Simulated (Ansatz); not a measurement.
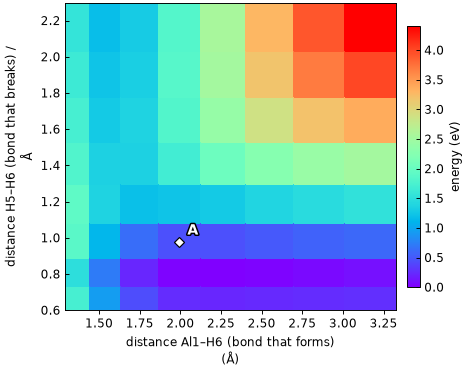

The reacting system AlBrCl₂H₂ (fragments AlBrCl₂ + H₂ where the first distance is long, AlBrCl₂H₂ where the second is long). The first coordinate is: distance Al1–H6 (bond that forms); the second: distance H5–H6 (bond that breaks). Relaxed at each point: all other coordinates. Grid: 8 × 8 points. Points are written as (first, second). Energies: eV, counted from the lowest grid point. Energies and slopes of some neighbouring points disagree (a jump in structure or state, or too coarse a mesh). The reference is spin-restricted, so regions where a bond is pulled apart into radicals lie too high. All numbers below come from RKS PBE0-D4/def2-SVP (Ansatz 0.2.0).

In the figure: one coloured cell a grid point, the point A.

Question: Which way does the force act at A, and how strong is it?

Answer: A, at (1.992 Å, 0.979 Å), is not a stationary point. The computed force is 0.3 eV for each Å towards larger values of the first coordinate and 3.5 eV for each Å towards smaller values of the second coordinate.
